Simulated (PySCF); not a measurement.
H8OSSi2, SMILES `S.[SiH3]O[SiH3]`.

PySCF calculation, PBE/def2-SVPD, gas phase; geometry: GFN2-xTB. GFN2-xTB bond lengths at metals and heavier atoms can be off by up to 0.1 Å and shapes distorted, which carries into these values.

Geometry (Å), atoms numbered from 1:

```
S1      -2.6991   -0.3304   -0.0357
H2      -2.7677    0.8249    0.6131
H3      -1.3749   -0.3078   -0.0556
Si4      0.8555    1.6764   -0.0181
O5       0.8325    0.0517    0.0278
Si6      1.5122   -1.4269    0.0076
H7       0.0660    2.0315   -1.1944
H8       2.2340    2.1446   -0.1111
H9       0.2141    2.0878    1.2299
H10      2.6486   -1.4149    0.9241
H11      1.9261   -1.6889   -1.3677
H12      0.4323   -2.2981    0.4586
```

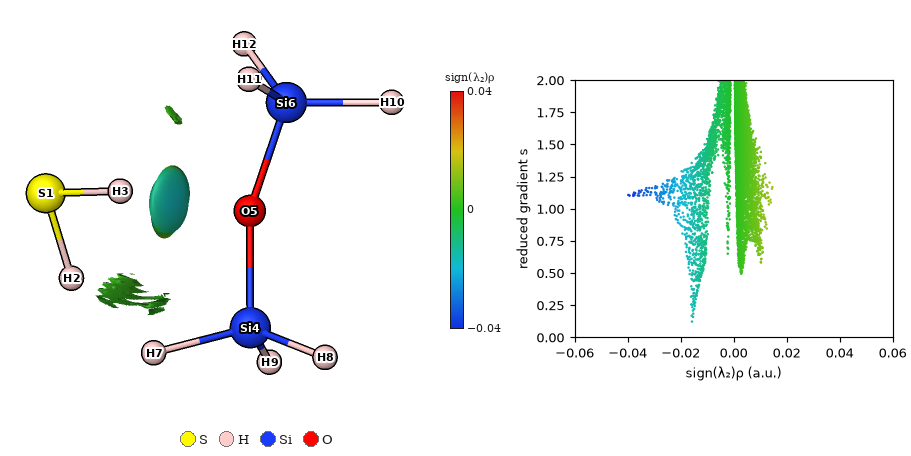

Non-covalent interaction surfaces between the fragments (reduced density gradient s = 0.6, coloured by sign(λ₂)ρ in a.u.; trimmed to the region between the fragments where ρ is under 0.06 a.u.). Fragment A: H2S (atoms 1–3); fragment B: Si2H6O. The plot gives s against sign(λ₂)ρ for grid points between the fragments.

Which interactions hold the two fragments together?

Answer. Bond critical points between the fragments: H3···O5, hydrogen bond, 2.24 Å, ρ = 0.016 a.u. It appears blue-green. The pose is a local one from a semi-empirical search, not shown to be the most stable.

How strongly are they bound?

Answer. The counterpoise-corrected interaction energy of the frozen fragments is −0.6 kcal/mol without dispersion correction and −2.4 kcal/mol with D3(BJ). The pair geometry is semi-empirical, not a minimum at this level.
